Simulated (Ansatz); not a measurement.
ClF4Ta···HF

```json
{"atom": "Ta", "x (Å)": "-0.3787", "y (Å)": "-0.3863", "z (Å)": "0.1828"}
{"atom": "F", "x (Å)": "2.6804", "y (Å)": "0.2040", "z (Å)": "0.3411"}
{"atom": "F", "x (Å)": "0.1032", "y (Å)": "0.2918", "z (Å)": "1.8690"}
{"atom": "F", "x (Å)": "0.4128", "y (Å)": "-0.3738", "z (Å)": "-1.5224"}
{"atom": "F", "x (Å)": "-1.1128", "y (Å)": "1.3143", "z (Å)": "-0.2160"}
{"atom": "F", "x (Å)": "-2.0369", "y (Å)": "-1.2404", "z (Å)": "0.1953"}
{"atom": "Cl", "x (Å)": "0.8756", "y (Å)": "-2.4230", "z (Å)": "0.6999"}
{"atom": "H", "x (Å)": "2.7779", "y (Å)": "-0.7052", "z (Å)": "0.5382"}
```

Core potentials replace the inner electrons of Ta; not at a stationary point (largest force 0.8 eV/Å).

Level of theory: RKS BLYP-D4/def2-SVP in Ansatz.

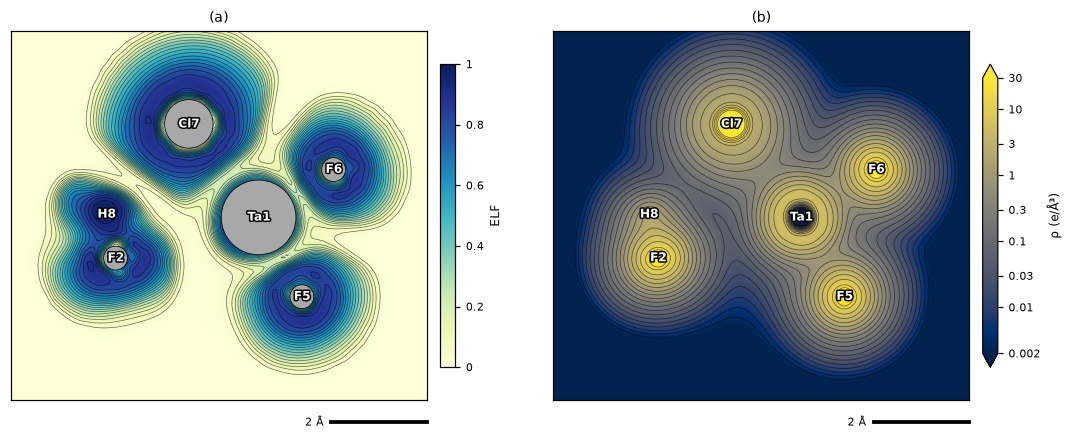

Figure 1. (a) electron localisation function; (b) electron density on the plane of atoms F6, Ta1 and Cl7. Grey discs cover the atomic cores in the ELF map.

### Interpret the plot.

- The section cuts through Ta, F, Cl and H sites.
- Ta1···F2 (3.12 Å): the density falls to about 0.05 e/Å³ on the way; the ELF dips to about 0 between them.
- Ta–F (1.87 Å): ρ is about 1 e/Å³ halfway; the ELF peaks at about 0.85 in the valence shell of F, 0.5 Å from its nucleus, and drops to about 0.25 between the two atoms.
- Ta–Cl (2.45 Å): the density is about 0.5 e/Å³ at the midpoint; the ELF peaks at about 0.85 in the valence shell of Cl, 0.8 Å from its nucleus, and is about 0.35 at the midpoint.
- F–H (0.94 Å): the density is about 4.5 e/Å³ at the midpoint; the ELF climbs to about 1 towards the hydrogen, as it does in any bond to H: a covalent bond by its length.
- The ELF also peaks beside F2, away from the bonds: lone-pair regions.

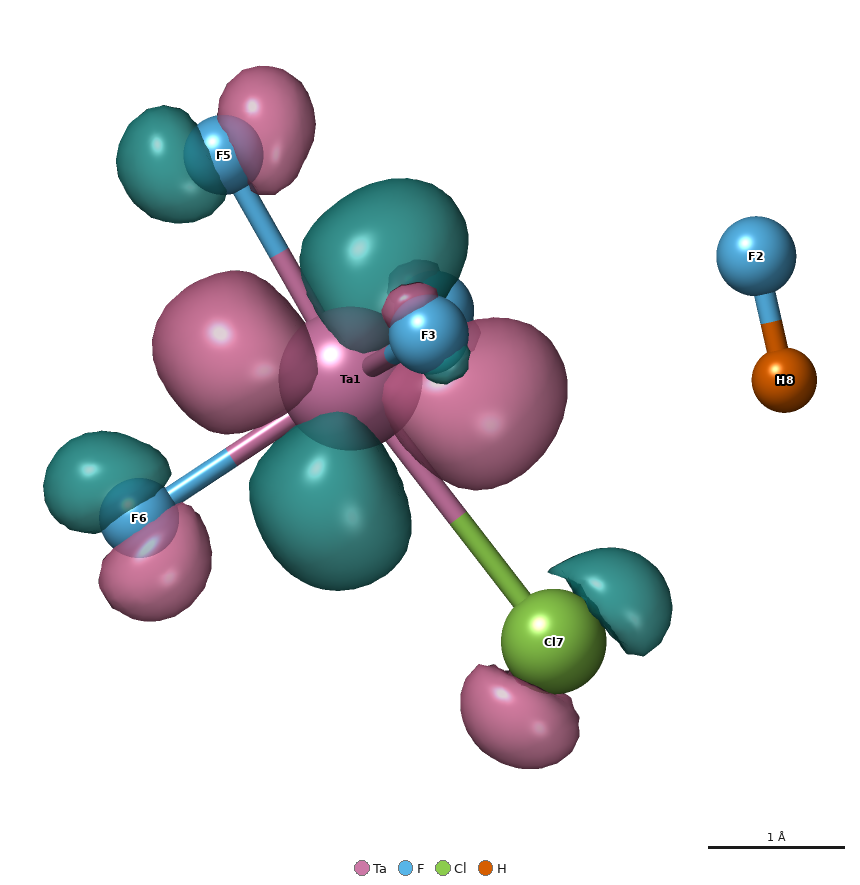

Figure 2. One frontier orbital at ±0.15 Å⁻³ᐟ² (teal and pink are the two phases), seen across its widest extent.

### Which orbital is it: HOMO or LUMO?

The LUMO, at −4.07 eV. It lies mainly on Ta1 (about 70 %), F6 (about 10 %), F5 (about 10 %) and Cl7 (about 10 %).
